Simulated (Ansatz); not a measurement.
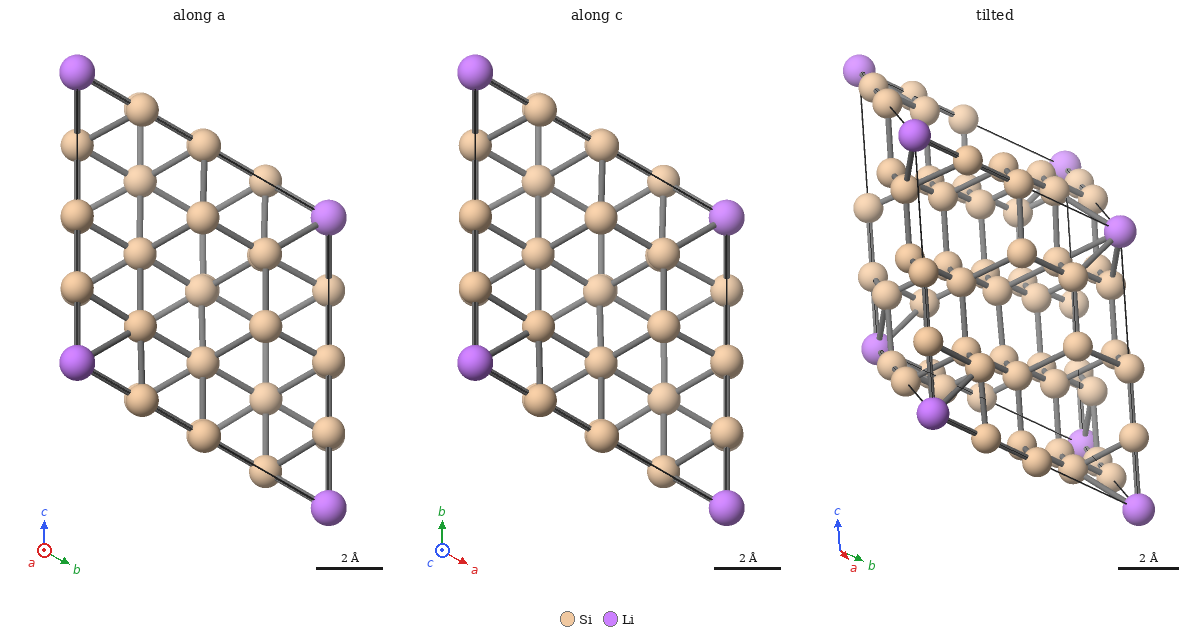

A ball-and-stick rendering, viewed along the a axis, along the c axis and slightly off an axis. Atoms at the boundary of the simulation cell (the box) are drawn once for each face, edge or corner they touch. Cell: a = 9.474 Å, b = 9.474 Å, c = 9.474 Å, α = 109.47°, β = 109.47°, γ = 109.47°.

- The formula is LiSi₃₂.
- It has 33 atoms to the cell (1 Li, 32 Si).
- Li is surrounded by ten Si at about 2.4 to 2.7 Å.
- The bonds build a three-dimensional framework.

The initial geometry was a structure listed in the Materials Project, repeated into a supercell with a point defect put in. The atoms were relaxed in a fixed cell with DFT PBE, scalar-relativistic, plane waves, PAW in Ansatz.
